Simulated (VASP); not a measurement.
Band structure of HfBe2 (space group P6/mmm). Level of theory: LDA (Ceperley-Alder, Perdew-Zunger), VASP's LDA PAW potentials (set 64) (plane waves; VASP).

Unless said otherwise, spin-orbit coupling is left out, though it shifts the bands of the heavy elements here.

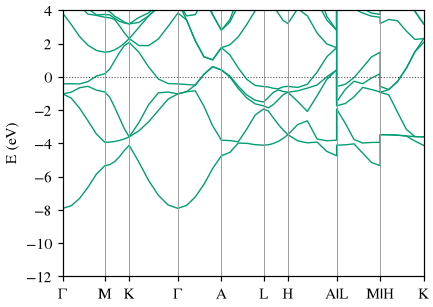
Fig. 1. Bands along high-symmetry lines, zero at the valence-band maximum or, without a gap, the Fermi level

Question: Read the plot: is there a gap, and where are the band edges?

Answer: It has no gap at this level: it comes out as a metal or semimetal.

The structure comes from a computed database's HfBe2 entry (P6/mmm); how it stands against other phases isn't given here. The cell was not relaxed at this level.
